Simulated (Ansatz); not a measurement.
# BFGeH4O: a ladder of functionals and wavefunction methods

How much do the methods differ for BFGeH4O? The plan is to run it at one geometry with functionals of several rungs and with coupled cluster, and see how far each lands from CCSD(T) at the basis-set limit for the atomisation energy.

Method: functionals in def2-TZVPP, the program's frozen cores in correlated methods; program: Ansatz 0.2.0, Gaussian basis.

Plan: LDA (SPW92), PBE-D4, revPBE-D4, BLYP-D4, r2SCAN-D4, B97M-V, PBE0-D4, B3LYP-D4, r2SCANh-D4, r2SCAN0-D4, HSE06-D4, BHLYP-D4, CAM-B3LYP-D4, LC-ωPBE, ωB97X-V, ωB97M-V, B2PLYP, PBE-QIDH; CCSD(T)/def2-SVP; CCSD(T)/def2-TZVPP; MP2/def2-QZVPP; extrapolation to the limit; RPA on PBE.

## Step 1: The relaxed structure

The geometry comes from an earlier relaxation with PBE0-D4 in a triple-zeta def2 set; it is a stationary point, not always the lowest conformer.

8 atoms, charge 0, spin multiplicity 1.

Atoms are counted from 1 here; the program's logs count them from 0.

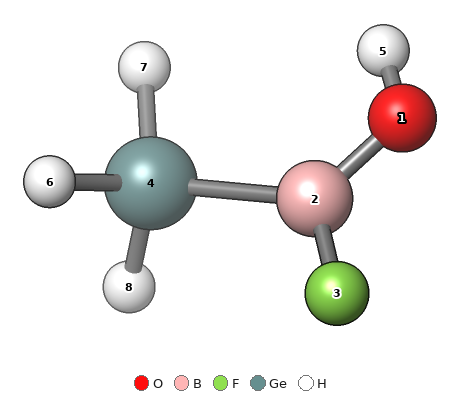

The structure; oxygen red, boron pink, fluorine green, germanium teal, hydrogen white; atoms are numbered from 1 in the order of the file.

## Step 2: LDA

This LDA is Slater exchange with PW92 correlation.

File in.yaml:

```yaml
crystal:
  periodic: [false, false, false]
  atoms:
    - {symbol: O, position_ang: [1.776923, 0.708263, -0.630460]}
    - {symbol: B, position_ang: [1.057573, -0.138147, 0.132930]}
    - {symbol: F, position_ang: [1.755168, -0.962282, 0.903174]}
    - {symbol: Ge, position_ang: [-1.023162, -0.225570, 0.173810]}
    - {symbol: H, position_ang: [1.242803, 1.290053, -1.175228]}
    - {symbol: H, position_ang: [-1.563438, 0.082979, 1.579004]}
    - {symbol: H, position_ang: [-1.625134, 0.805152, -0.802461]}
    - {symbol: H, position_ang: [-1.528534, -1.617548, -0.236569]}
basis:
  gaussian: {orbitals: def2-TZVPP}
hamiltonian: {xc: lda}
output: {orbitals: {seedname: orbitals}}
```

The run is started by

```console
> ansatz run in.yaml --threads 2 --pin off --events-out ev --progress --plain --max-ram 4352MiB
```

After this run come: PBE-D4 (GGA); revPBE-D4 (GGA); BLYP-D4 (GGA); r2SCAN-D4 (meta-GGA); B97M-V (meta-GGA); B3LYP-D4 (hybrid); r2SCANh-D4 (hybrid); r2SCAN0-D4 (hybrid); HSE06-D4 (hybrid); BHLYP-D4 (hybrid); CAM-B3LYP-D4 (range-separated); LC-ωPBE (range-separated); ωB97X-V (range-separated); ωB97M-V (range-separated); B2PLYP (double hybrid); PBE-QIDH (double hybrid); CCSD(T) in def2-SVP; CCSD(T) in def2-TZVPP; MP2 in def2-QZVPP; RPA on PBE orbitals.

Before running them: what should the planned runs give, taken together? Wanted: atomisation energy, CCSD(T)/CBS; farthest beyond LDA; mean size of error, GGA; mean size of error, meta-GGA; mean size of error, hybrid; mean size of error, range-separated; mean size of error, double hybrid; gap, smallest and largest; T1 diagnostic.

**Answer**, as computed:

| quantity | value |
| --- | --- |
| atomisation energy, CCSD(T)/CBS | 2844.4 kJ/mol |
| functionals within 28.4 kJ/mol (1.0 %) | BLYP-D4, r2SCAN-D4, B97M-V, PBE0-D4, B3LYP-D4, r2SCANh-D4, HSE06-D4, CAM-B3LYP-D4, LC-ωPBE, ωB97X-V, ωB97M-V |
| farthest beyond LDA | BHLYP-D4 (-103.0 kJ/mol) |
| mean size of error, GGA | 34.0 kJ/mol |
| mean size of error, meta-GGA | 14.6 kJ/mol |
| mean size of error, hybrid | 39.0 kJ/mol |
| mean size of error, range-separated | 8.3 kJ/mol |
| mean size of error, double hybrid | 33.3 kJ/mol |
| gap, smallest and largest | 5.64 eV (LDA (SPW92)), 12.97 eV (LC-ωPBE) |
| T1 diagnostic | 0.0131 |
| triples share of the correlation energy | 3.2 % |

**Reading.** LDA overbinds by 420.6 kJ/mol (15 %). PBE-D4 is off by +28.5 kJ/mol. Double hybrids carry the basis error of their MP2 part in triple zeta, and no dispersion term here, so their miss is partly the set-up's. The rungs range-separated, meta-GGA miss on average by less than the doubt on the reference (28.4 kJ/mol), so they tie. Misses under about 28.4 kJ/mol are within the doubt on the reference itself, which lacks core-valence correlation, relativity and higher excitations, and its outer-core shells are covered unevenly. Hartree-Fock recovers 74 % of the binding; the rest is correlation. CCSD(T) in def2-SVP is off by -153.8 kJ/mol, more than most functionals: a good method in a small basis is no reference. The gap grows from 5.6 to 13.0 eV across the functionals, mostly with the share of exact exchange. Correlated methods include outer-core shells of Ge, which these sets cover unevenly.
